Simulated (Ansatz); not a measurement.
# F₃GaH₄OSi: up Jacob's ladder to CCSD(T), part 2 of 2

Ansatz 0.2.0, Gaussian basis; functionals in def2-TZVPP, the program's frozen cores in correlated methods. The steps go on from the part before.

### Step 14. CAM-B3LYP-D4 (range-separated)

Input file in.yaml:

```yaml
crystal:
  periodic: [false, false, false]
  atoms:
    - {symbol: F, position_ang: [-1.862792, -2.116008, 0.711917]}
    - {symbol: Ga, position_ang: [-0.399143, -1.665593, -0.117582]}
    - {symbol: F, position_ang: [1.052794, -1.501885, 0.860469]}
    - {symbol: F, position_ang: [-0.246401, -2.135451, -1.796365]}
    - {symbol: O, position_ang: [-0.517173, 0.318747, -0.422072]}
    - {symbol: Si, position_ang: [0.533391, 1.409429, 0.379995]}
    - {symbol: H, position_ang: [-0.781023, 0.539019, -1.321555]}
    - {symbol: H, position_ang: [1.921451, 1.179616, -0.063017]}
    - {symbol: H, position_ang: [0.320906, 1.172906, 1.816473]}
    - {symbol: H, position_ang: [0.061092, 2.748021, -0.045262]}
basis:
  gaussian: {orbitals: def2-TZVPP}
hamiltonian: {xc: {name: CAM-B3LYP}, dispersion: d4}
output: {orbitals: {seedname: orbitals}}
```

Command:

```
$ ansatz run in.yaml --threads 4 --pin off --events-out ev --progress --plain --max-ram 11315MiB
```

The program printed, shortened:

```text
Functional definition: CAM-B3LYP
  name "CAM-B3LYP"
  cite "Yanai, Tew & Handy, Chem. Phys. Lett. 393, 51 (2004) doi:10.1016/j.cplett.2004.06.011"
  cite "Iikura, Tsuneda, Yanai & Hirao, J. Chem. Phys. 115, 3540 (2001) doi:10.1063/1.1383587"
  cite "Becke, Phys. Rev. A 38, 3098 (1988) doi:10.1103/PhysRevA.38.3098"
  cite "Lee, Yang & Parr, Phys. Rev. B 37, 785 (1988) doi:10.1103/PhysRevB.37.785"
  cite "Vosko, Wilk & Nusair, Can. J. Phys. 58, 1200 (1980) doi:10.1139/p80-159"
[...]
  # Exact exchange under (alpha + beta erf(omega r))/r, Becke's under what is left of 1/r.
[...]
1549 factors; their error is unknown
339 factors; integrals over basis functions are off by at most 1.1e-5 eV
[...]
mean field -70529.78554914 eV, -2591.9218121251 hartree, gradient 7.4e-5 eV, S^2 0.000000; 0 other end points of the search recorded, 0 dependent functions left out
reference -70529.78568701 eV, -2591.9218171918 hartree; 42, 42 occupied and 228, 228 virtual orbitals, 1549 factors
Total energy: -70529.98163773 eV, -2591.9290182481 hartree
```

Wall time 4.6 s (4 threads of Arm Neoverse V2, shared host); peak memory 0.99 GiB.

With the free atoms at this level, -70494.120 eV in sum, the atomisation energy is 827.0 kcal/mol. HOMO -11.81 eV, LUMO -0.47 eV.

### Step 15. LC-ωPBE (range-separated)

Changes to in.yaml since step 14:

```diff
@@ -15,3 +15,3 @@
   gaussian: {orbitals: def2-TZVPP}
-hamiltonian: {xc: {name: CAM-B3LYP}, dispersion: d4}
+hamiltonian: {xc: {name: LC-wPBE}}
 output: {orbitals: {seedname: orbitals}}
```

Launched as before.

The program printed, shortened:

```text
Functional definition: LC-wPBE
  name "LC-wPBE"
  cite "Vydrov & Scuseria, J. Chem. Phys. 125, 234109 (2006) doi:10.1063/1.2409292"
  cite "Heyd & Scuseria, J. Chem. Phys. 120, 7274 (2004) doi:10.1063/1.1668634"
  cite "Ernzerhof & Perdew, J. Chem. Phys. 109, 3313 (1998) doi:10.1063/1.476928"
  cite "Perdew, Burke & Ernzerhof, Phys. Rev. Lett. 77, 3865 (1996) doi:10.1103/PhysRevLett.77.3865"
  parent pbe
[...]
1511 factors; their error is unknown
454 factors; integrals over basis functions are off by at most 2.4e-5 eV
[...]
mean field -70513.91802110 eV, -2591.3386912251 hartree, gradient 7.3e-5 eV, S^2 0.000000; 0 other end points of the search recorded, 0 dependent functions left out
reference -70513.91802111 eV, -2591.3386912254 hartree; 42, 42 occupied and 228, 228 virtual orbitals, 1511 factors
Total energy: -70513.91802111 eV, -2591.3386912254 hartree
```

Wall time 3.2 s (4 threads of Arm Neoverse V2, shared host).

Atomisation energy: 821.3 kcal/mol (free atoms -70478.304 eV, run apart). HOMO -13.17 eV, LUMO 0.83 eV.

### Step 16. ωB97X-V (range-separated)

Changes to in.yaml since step 15:

```diff
@@ -15,3 +15,3 @@
   gaussian: {orbitals: def2-TZVPP}
-hamiltonian: {xc: {name: LC-wPBE}}
+hamiltonian: {xc: {name: wB97X-V}}
 output: {orbitals: {seedname: orbitals}}
```

Same command.

The program printed, shortened:

```text
Functional definition: wB97X-V
  name "wB97X-V"
  cite "Mardirossian & Head-Gordon, Phys. Chem. Chem. Phys. 16, 9904 (2014) doi:10.1039/C3CP54374A"
  cite "Becke, J. Chem. Phys. 107, 8554 (1997) doi:10.1063/1.475007"
  cite "Vydrov & Van Voorhis, J. Chem. Phys. 133, 244103 (2010) doi:10.1063/1.3521275"
[...]
      + integral(e_c_pw_opposite_spin*poly(b97_u_opposite, cos0, cos1)) + vv10(b, c)
1549 factors; their error is unknown
323 factors; integrals over basis functions are off by at most 9.6e-6 eV
[...]
mean field -70519.17665092 eV, -2591.5319423067 hartree, gradient 5.5e-5 eV, S^2 0.000000; 0 other end points of the search recorded, 0 dependent functions left out
reference -70519.17664863 eV, -2591.5319422223 hartree; 42, 42 occupied and 228, 228 virtual orbitals, 1549 factors
Total energy: -70519.17664863 eV, -2591.5319422223 hartree
```

Run time: 10 s. Hardware: 4 threads of Arm Neoverse V2, shared host; peak memory 1.1 GiB.

Atomisation energy: 828.1 kcal/mol (free atoms -70483.265 eV, run apart). HOMO -12.83 eV, LUMO 0.65 eV.

### Step 17. ωB97M-V (range-separated)

Changes to in.yaml since step 16:

```diff
@@ -15,3 +15,3 @@
   gaussian: {orbitals: def2-TZVPP}
-hamiltonian: {xc: {name: wB97X-V}}
-output: {orbitals: {seedname: orbitals}}
+hamiltonian: {xc: {name: wB97M-V}}
+output: {forces: true, orbitals: {seedname: orbitals}}
```

Same command.

The program printed, shortened:

```text
Functional definition: wB97M-V
  name "wB97M-V"
  cite "Mardirossian & Head-Gordon, J. Chem. Phys. 144, 214110 (2016) doi:10.1063/1.4952647"
  cite "Becke, J. Chem. Phys. 107, 8554 (1997) doi:10.1063/1.475007"
  cite "Vydrov & Van Voorhis, J. Chem. Phys. 133, 244103 (2010) doi:10.1063/1.3521275"
  # Of w^i u^j: cxij and so on, Table III.
[...]
  gx(w, u) = 1 - cx + cx01*u + cx10*w
  gss(w, u) = css00 + css04*u^4 + css10*w + css20*w^2 + css43*w^4*u^3
  gos(w, u) = cos00 + cos10*w + (cos20 + cos21*u)*w^2 + (cos60 + cos61*u)*w^6
[...]
      + integral(e_c_pw_mod_opposite_spin*gos(b97_w_opposite, b97_u_opposite)) + vv10(b, c)
1549 factors; their error is unknown
323 factors; integrals over basis functions are off by at most 9.6e-6 eV
[...]
Atom 0 at    -1.862792    -2.116008     0.711917 Å, force    -0.095218    -0.023653     0.054854 eV/Å
Atom 1 at    -0.399143    -1.665593    -0.117582 Å, force    -0.018729    -0.016538    -0.002408 eV/Å
Atom 2 at     1.052794    -1.501885     0.860469 Å, force     0.096138     0.043900     0.060098 eV/Å
Atom 3 at    -0.246401    -2.135451    -1.796365 Å, force     0.011515    -0.020740    -0.104221 eV/Å
Atom 4 at    -0.517173     0.318747    -0.422072 Å, force    -0.053830    -0.019035    -0.096137 eV/Å
Atom 5 at     0.533391     1.409429     0.379995 Å, force     0.160633     0.162508     0.142249 eV/Å
Atom 6 at    -0.781023     0.539019    -1.321555 Å, force    -0.005993    -0.008798     0.024673 eV/Å
Atom 7 at     1.921451     1.179616    -0.063017 Å, force    -0.181806     0.025713     0.056757 eV/Å
Atom 8 at     0.320906     1.172906     1.816473 Å, force     0.027080     0.024772    -0.187649 eV/Å
Atom 9 at     0.061092     2.748021    -0.045262 Å, force     0.060211    -0.168127     0.051783 eV/Å
Dipole moment:     0.105007     1.078166    -0.195566 e Å
```

It took 15 s on 4 threads of Arm Neoverse V2, shared host; peak memory 1.2 GiB.

With the free atoms at this level, -70486.917 eV in sum, the atomisation energy is 822.6 kcal/mol. HOMO -12.65 eV, LUMO 0.32 eV.

### Step 18. B2PLYP (double hybrid)

Changes to in.yaml since step 17:

```diff
@@ -15,3 +15,2 @@
   gaussian: {orbitals: def2-TZVPP}
-hamiltonian: {xc: {name: wB97M-V}}
-output: {forces: true, orbitals: {seedname: orbitals}}
+hamiltonian: {xc: {name: B2PLYP}}
```

The command is unchanged.

The program printed, shortened:

```text
Functional definition: B2PLYP
  name "B2PLYP"
  cite "Grimme, J. Chem. Phys. 124, 034108 (2006) doi:10.1063/1.2148954"
  cite "Becke, Phys. Rev. A 38, 3098 (1988) doi:10.1103/PhysRevA.38.3098"
  cite "Lee, Yang & Parr, Phys. Rev. B 37, 785 (1988) doi:10.1103/PhysRevB.37.785"
[...]
1691 factors; integrals over basis functions are off by at most 8.5e-4 eV
[...]
mean field -70498.16672638 eV, -2590.7598418208 hartree, gradient 6.7e-6 eV, S^2 0.000000; 0 other end points of the search recorded, 0 dependent functions left out
18 core orbitals not correlated: weight in the atoms' cores, before any rotation towards them, 1.000 or more for the frozen orbitals, at most 0.000 for the correlated occupied ones
reference -70498.16690255 eV, -2590.7598482951 hartree; 24, 24 occupied and 228, 228 virtual orbitals, 1691 factors
second order -44.02065676 eV of doubles, -0.00000000 eV of singles
Total energy: -70510.05247988 eV, -2591.1966352055 hartree
```

It took 7 s on 4 threads of Arm Neoverse V2, shared host; peak memory 0.81 GiB.

With the free atoms at this level, -70474.706 eV in sum, the atomisation energy is 815.1 kcal/mol.

### Step 19. PBE-QIDH (double hybrid)

Changes to in.yaml since step 18:

```diff
@@ -15,2 +15,2 @@
   gaussian: {orbitals: def2-TZVPP}
-hamiltonian: {xc: {name: B2PLYP}}
+hamiltonian: {xc: {name: PBE-QIDH}}
```

The command is unchanged.

The program printed, shortened:

```text
Functional definition: PBE-QIDH
  name "PBE-QIDH"
  cite "Brémond, Sancho-García, Pérez-Jiménez & Adamo, J. Chem. Phys. 141, 031101 (2014) doi:10.1063/1.4890314"
  cite "Perdew, Burke & Ernzerhof, Phys. Rev. Lett. 77, 3865 (1996) doi:10.1103/PhysRevLett.77.3865"
[...]
1691 factors; integrals over basis functions are off by at most 8.5e-4 eV
[...]
mean field -70482.31883332 eV, -2590.1774424928 hartree, gradient 7.6e-6 eV, S^2 0.000000; 0 other end points of the search recorded, 0 dependent functions left out
18 core orbitals not correlated: weight in the atoms' cores, before any rotation towards them, 1.000 or more for the frozen orbitals, at most 0.000 for the correlated occupied ones
reference -70482.31884700 eV, -2590.1774429957 hartree; 24, 24 occupied and 228, 228 virtual orbitals, 1691 factors
second order -40.96145349 eV of doubles, -0.00000000 eV of singles
Total energy: -70495.97266483 eV, -2590.6792115460 hartree
```

Run time: 7.5 s. Hardware: 4 threads of Arm Neoverse V2, shared host; peak memory 0.81 GiB.

Atomisation energy: 813.7 kcal/mol (free atoms -70460.687 eV, run apart).

### Step 20. Orbital energies across the functionals

Dipoles come from the runs that computed forces. Levels are read from the orbital files that the runs wrote:

```csv
functional,HOMO (eV),LUMO (eV),gap (eV),dipole (D)
LDA (SPW92),-8.81,-2.61,6.20,
PBE-D4,-8.55,-2.32,6.23,5.14
revPBE-D4,-8.45,-2.18,6.27,
BLYP-D4,-8.49,-2.25,6.24,
r2SCAN-D4,-9.04,-1.90,7.14,5.23
B97M-V,-9.17,-2.18,7.00,
PBE0-D4,-10.34,-1.41,8.93,
B3LYP-D4,-10.12,-1.70,8.43,5.30
r2SCANh-D4,-9.75,-1.59,8.16,
r2SCAN0-D4,-10.61,-1.15,9.46,
HSE06-D4,-9.93,-1.78,8.15,
BHLYP-D4,-11.80,-0.57,11.22,
CAM-B3LYP-D4,-11.81,-0.47,11.33,
LC-ωPBE,-13.17,0.83,14.00,
ωB97X-V,-12.83,0.65,13.48,
ωB97M-V,-12.65,0.32,12.97,5.29
```

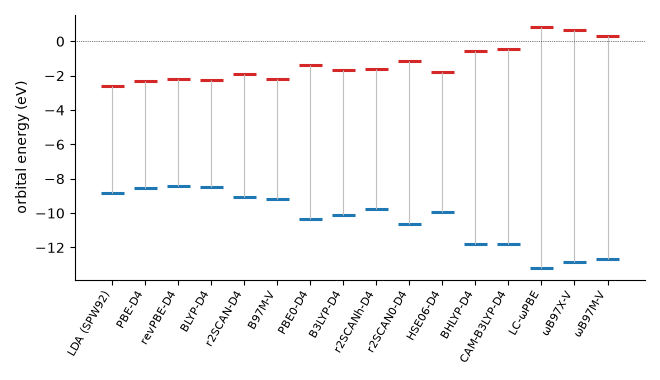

Highest occupied (blue) and lowest empty (red) level by functional.

### Step 21. CCSD(T) in def2-SVP

Changes to in.yaml since step 19:

```diff
@@ -14,3 +14,3 @@
 basis:
-  gaussian: {orbitals: def2-TZVPP}
-hamiltonian: {xc: {name: PBE-QIDH}}
+  gaussian: {orbitals: def2-SVP}
+correlation: {method: ccsd_t}
```

Launched as before.

The program printed, shortened:

```text
Functional definition: HF
  name "HF"
  cite "Fock, Z. Phys. 61, 126 (1930) doi:10.1007/BF01340294"
  parent pbe
[...]
1197 factors; integrals over basis functions are off by at most 1.1e-3 eV
[...]
mean field -70402.59763540 eV, -2587.2477425063 hartree, gradient 8.3e-7 eV, S^2 0.000000; 0 other end points of the search recorded, 0 dependent functions left out
18 core orbitals not correlated: weight in the atoms' cores, before any rotation towards them, 1.000 or more for the frozen orbitals, at most 0.000 for the correlated occupied ones
reference -70402.59763540 eV, -2587.2477425063 hartree; 24, 24 occupied and 84, 84 virtual orbitals, 1197 factors
second order -28.94661338 eV of doubles, -0.00000000 eV of singles
cycle   1  -28.55558243 eV  change    3.9e-1 eV  update   1.3e-1
[...]
cycle   9  -29.43877512 eV  change    9.5e-6 eV  update   1.7e-5
perturbative correction -0.55986911 eV, -0.0205748104 hartree
Total energy: -70432.59627964 eV, -2588.3501723482 hartree
```

Wall time 17 s (4 threads of Arm Neoverse V2, shared host); peak memory 0.8 GiB.

### Step 22. CCSD(T) in def2-TZVPP

Changes to in.yaml since step 21:

```diff
@@ -14,3 +14,4 @@
 basis:
-  gaussian: {orbitals: def2-SVP}
+  gaussian: {orbitals: def2-TZVPP}
 correlation: {method: ccsd_t}
+output: {orbitals: {seedname: orbitals}}
```

Same command.

The program printed, shortened:

```text
Functional definition: HF
  name "HF"
  cite "Fock, Z. Phys. 61, 126 (1930) doi:10.1007/BF01340294"
  parent pbe
[...]
1691 factors; integrals over basis functions are off by at most 8.5e-4 eV
[...]
mean field -70425.25558007 eV, -2588.0804066148 hartree, gradient 3.1e-6 eV, S^2 0.000000; 0 other end points of the search recorded, 0 dependent functions left out
18 core orbitals not correlated: weight in the atoms' cores, before any rotation towards them, 1.000 or more for the frozen orbitals, at most 0.000 for the correlated occupied ones
reference -70425.25558007 eV, -2588.0804066148 hartree; 24, 24 occupied and 228, 228 virtual orbitals, 1691 factors
second order -36.71900128 eV of doubles, -0.00000000 eV of singles
cycle   1  -36.02283038 eV  change    7.0e-1 eV  update   1.4e-1
[...]
cycle   9  -37.07483590 eV  change    8.0e-6 eV  update   2.4e-5
perturbative correction -1.15317018 eV, -0.0423782223 hartree
Total energy: -70463.48358615 eV, -2589.4852599264 hartree
```

Wall time 7.9 min (4 threads of Arm Neoverse V2, shared host); peak memory 7.6 GiB.

### Step 23. MP2 in def2-QZVPP

Changes to in.yaml since step 22:

```diff
@@ -14,4 +14,3 @@
 basis:
-  gaussian: {orbitals: def2-TZVPP}
-correlation: {method: ccsd_t}
-output: {orbitals: {seedname: orbitals}}
+  gaussian: {orbitals: "def2-QZVPP.json"}
+correlation: {method: mp2}
```

Launched as before.

The program printed:

```text
Functional definition: HF
  name "HF"
  cite "Fock, Z. Phys. 61, 126 (1930) doi:10.1007/BF01340294"
  parent pbe
  exchange = exact_x
  correlation = 0
3144 factors; integrals over basis functions are off by at most 8.3e-4 eV
mean field evaluation 1: about -70421.5038 eV, gradient 5.7e1 eV
mean field evaluation 2: about -70421.6435 eV, gradient 5.7e1 eV
mean field evaluation 4: about -70427.0717 eV, gradient 4.0e0 eV
mean field evaluation 8: about -70427.1198 eV, gradient 4.1e-1 eV
mean field -70427.12015606 eV, -2588.1489285187 hartree, gradient 1.6e-6 eV, S^2 0.000000; 0 other end points of the search recorded, 0 dependent functions left out
18 core orbitals not correlated: weight in the atoms' cores, before any rotation towards them, 1.000 or more for the frozen orbitals, at most 0.000 for the correlated occupied ones
reference -70427.12015606 eV, -2588.1489285187 hartree; 24, 24 occupied and 465, 465 virtual orbitals, 3144 factors
second order -46.20528540 eV of doubles, -0.00000000 eV of singles
Total energy: -70473.32544146 eV, -2589.8469414381 hartree
```

Run time: 27 s. Hardware: 4 threads of Arm Neoverse V2, shared host; peak memory 3.4 GiB.

Energy pieces by basis (eV):

```csv
basis,HF,MP2 correlation,CCSD correlation,(T),total
def2-SVP,-70402.5976,-28.9466,-29.4388,-0.5599,-70432.5963
def2-TZVPP,-70425.2556,-36.7190,-37.0748,-1.1532,-70463.4836
def2-QZVPP,-70427.1202,-46.2053,,,-70473.3254 (MP2)
```

The report of the def2-TZVPP run gives T1 = 0.0129.

### Step 24. From triple and quadruple zeta to the limit

This step is arithmetic on the last runs, with X = 3 and 4: exp(−7.88√X) for Hartree-Fock, X^−2.97 for correlation; only MP2 was run in the larger set, so CCSD(T) minus MP2 is added from the smaller one.

```csv
level,energy at the limit (eV)
HF,-70427.3770
MP2,-70480.6091
CCSD,-70480.9650
CCSD(T),-70482.1181
```

This is no true limit for total energies: MP2 correlation changes by a factor of 1.26 from triple to quadruple zeta (about 1.07 in light molecules), because outer-core shells are correlated in sets not made for them. Much of that cancels between molecule and atoms or ions.

### Step 25. RPA on PBE orbitals

Changes to in.yaml since step 23:

```diff
@@ -14,3 +14,4 @@
 basis:
-  gaussian: {orbitals: "def2-QZVPP.json"}
-correlation: {method: mp2}
+  gaussian: {orbitals: def2-TZVPP}
+hamiltonian: {xc: pbe}
+correlation: {method: rpa}
```

Launched as before.

The program printed, shortened:

```text
Functional definition: PBE
  name "PBE"
  cite "Perdew, Burke & Ernzerhof, Phys. Rev. Lett. 77, 3865 (1996) doi:10.1103/PhysRevLett.77.3865"
  parent pbe
[...]
1691 factors; integrals over basis functions are off by at most 8.5e-4 eV
[...]
mean field -70506.33336008 eV, -2591.0599600738 hartree, gradient 2.9e-6 eV, S^2 0.000000; 0 other end points of the search recorded, 0 dependent functions left out
18 core orbitals not correlated: weight in the atoms' cores, before any rotation towards them, 1.000 or more for the frozen orbitals, at most 0.000 for the correlated occupied ones
reference -70422.37884725 eV, -2587.9746886336 hartree; 24, 24 occupied and 228, 228 virtual orbitals, 1691 factors
Total energy: -70478.69487564 eV, -2590.0442645045 hartree
```

Wall time 7 s (4 threads of Arm Neoverse V2, shared host); peak memory 0.69 GiB.

RPA correlation: -56.316 eV. No RPA run of the hydrogen atom was made, so RPA has no atomisation energy below.

### Step 26. Atomisation energies

Free atoms (3 F, 1 Ga, 1 O, 1 Si, 4 H) were run apart at each level; the atomisation energy is their sum less the molecule, without zero-point or spin-orbit terms.

Differences are taken before rounding.

```csv
method,rung,"atoms, summed (eV)",atomisation energy (kcal/mol),from CCSD(T)/CBS (kcal/mol),time
LDA (SPW92),LDA,-70306.629,943.2,+110.8,1.4 s
PBE-D4,GGA,-70470.784,825.0,-7.4,2.9 s
revPBE-D4,GGA,-70485.062,800.3,-32.1,2.5 s
BLYP-D4,GGA,-70494.427,815.5,-16.8,2.7 s
r2SCAN-D4,meta-GGA,-70487.617,825.7,-6.7,6 s
B97M-V,meta-GGA,-70477.270,820.9,-11.5,11 s
PBE0-D4,hybrid,-70473.487,806.1,-26.3,4.3 s
B3LYP-D4,hybrid,-70495.682,813.8,-18.6,6.5 s
r2SCANh-D4,hybrid,-70487.072,817.2,-15.2,7 s
r2SCAN0-D4,hybrid,-70486.289,805.2,-27.2,7 s
HSE06-D4,hybrid,-70472.844,806.5,-25.8,4.7 s
BHLYP-D4,hybrid,-70490.234,788.4,-44.0,4.5 s
CAM-B3LYP-D4,range-separated,-70494.120,827.0,-5.4,4.6 s
LC-ωPBE,range-separated,-70478.304,821.3,-11.1,3.2 s
ωB97X-V,range-separated,-70483.265,828.1,-4.2,10 s
ωB97M-V,range-separated,-70486.917,822.6,-9.8,15 s
B2PLYP,double hybrid,-70474.706,815.1,-17.3,7 s
PBE-QIDH,double hybrid,-70460.687,813.7,-18.7,7.5 s
HF/def2-TZVPP,wavefunction,-70399.247,599.8,-232.6,
MP2/def2-TZVPP,wavefunction,-70425.591,839.0,+6.7,
CCSD/def2-TZVPP,wavefunction,-70427.630,800.2,-32.2,
CCSD(T)/def2-SVP,wavefunction,-70398.806,779.2,-53.2,17 s
CCSD(T)/def2-TZVPP,wavefunction,-70428.257,812.3,-20.0,7.9 min
MP2/CBS,wavefunction,-70443.357,859.1,+26.7,
CCSD(T)/CBS,wavefunction,-70446.023,832.4,0,8.4 min
```

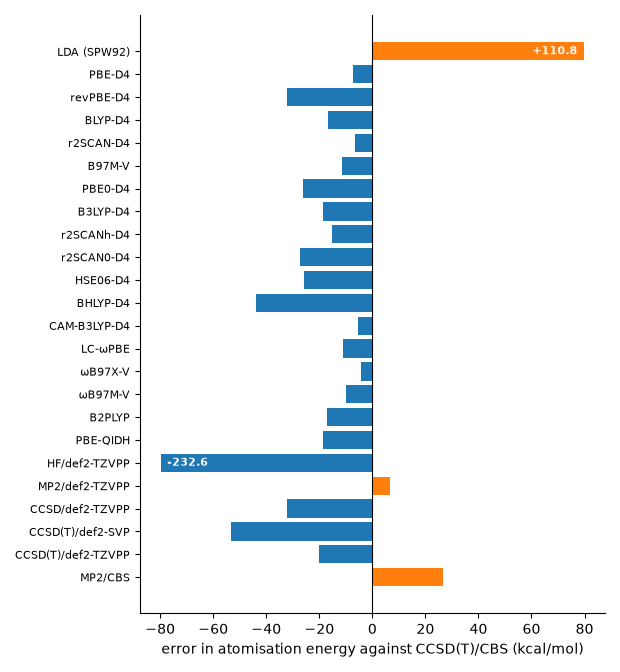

Deviations from CCSD(T)/CBS, method by method. Bars with a number in them are cut short.

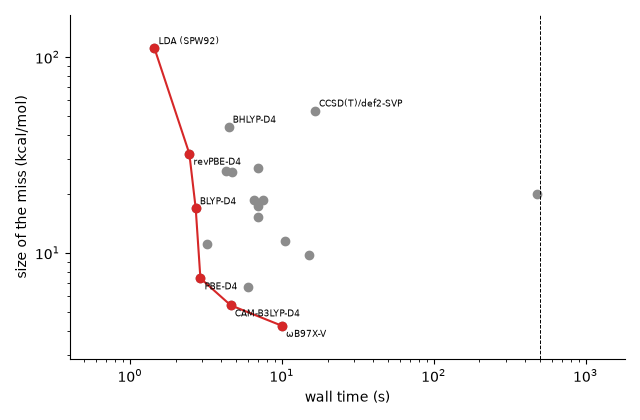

Miss against cost. Red marks the levels that no quicker level drawn beats (of those quicker than the yardstick), and the dashed line is the time of CCSD(T)/CBS. Only those levels and the largest misses are named. Times are from a shared host.

LDA (SPW92), LC-ωPBE, B2PLYP, PBE-QIDH carry no dispersion term (for B3LYP, D4 adds 8.4 kcal/mol).

Times are those of the molecule's run; HF, MP2 and CCSD come out of the CCSD(T) runs, and the limit's time is the sum of the runs that it needs.

### Step 27. Outcome

The summary covers parts 1 to 2.

| quantity | value |
| --- | --- |
| atomisation energy, CCSD(T)/CBS | 832.4 kcal/mol |
| functionals within 8.3 kcal/mol (1.0 %) | PBE-D4, r2SCAN-D4, CAM-B3LYP-D4, ωB97X-V |
| farthest beyond LDA | BHLYP-D4 (-44.0 kcal/mol) |
| mean size of error, GGA | 18.8 kcal/mol |
| mean size of error, meta-GGA | 9.1 kcal/mol |
| mean size of error, hybrid | 26.2 kcal/mol |
| mean size of error, range-separated | 7.6 kcal/mol |
| mean size of error, double hybrid | 18.0 kcal/mol |
| gap, smallest and largest | 6.20 eV (LDA (SPW92)), 14.00 eV (LC-ωPBE) |
| T1 diagnostic | 0.0129 |
| triples share of the correlation energy | 3.0 % |

**Reading.** The LDA atomisation energy is off by 110.8 kcal/mol (13 %): it overbinds. PBE-D4 is off by -7.4 kcal/mol. Double hybrids carry the basis error of their MP2 part in triple zeta, and no dispersion term here, so their miss is partly the set-up's. By mean error the best rung here is range-separated (7.6 kcal/mol) and the worst beyond LDA is hybrid (26.2 kcal/mol). GGA functionals lie within the reference's doubt of that worst mean (18.8 kcal/mol), so those two tie. The gap between the best rungs is small, so their order is not settled. The mean of the hybrids holds BHLYP, with half exact exchange. The reference freezes the cores and leaves out relativity and excitations past (T), and its outer-core shells are covered unevenly, so misses under about 8.3 kcal/mol can't be ranked. Hartree-Fock recovers 72 % of the binding; the rest is correlation. CCSD(T) in def2-SVP is off by -53.2 kcal/mol, worse than the median functional, from the basis alone. Orbital gaps span 6.2 to 14.0 eV; exact exchange widens them. Correlated methods include outer-core shells of Ga, which these sets cover unevenly.

For cost: ωB97X-V gets within 4.2 kcal/mol in 10 s, where CCSD(T)/CBS took 8.4 min; the quickest level in the cost chart, LDA (SPW92), takes 1.4 s and misses by 110.8 kcal/mol.
